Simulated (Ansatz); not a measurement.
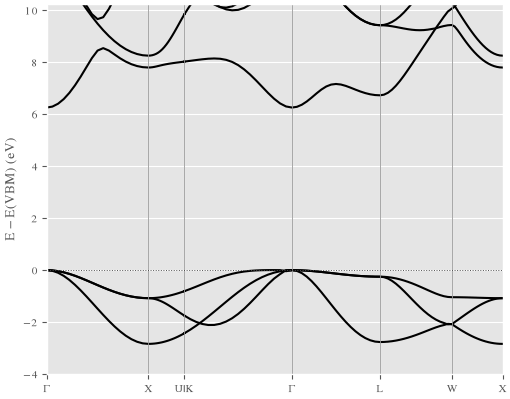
Fig. 1. Band structure from the program Ansatz at the PBE level (PAW)

Task: Read off the gap and where the band edges lie.

Result: About 6.3 eV (6.26 eV by a search for the band edges); maximum on the K–Γ line, 81 % of the way from K, minimum at Γ.

The material is LiCl (rock salt, space group No. 225).

Space group Fm-3m (rock salt). Symmetry was held in the PBE relaxation; phonons on a q-mesh show no instability.

Potentials: the later of the program's two PAW sets.
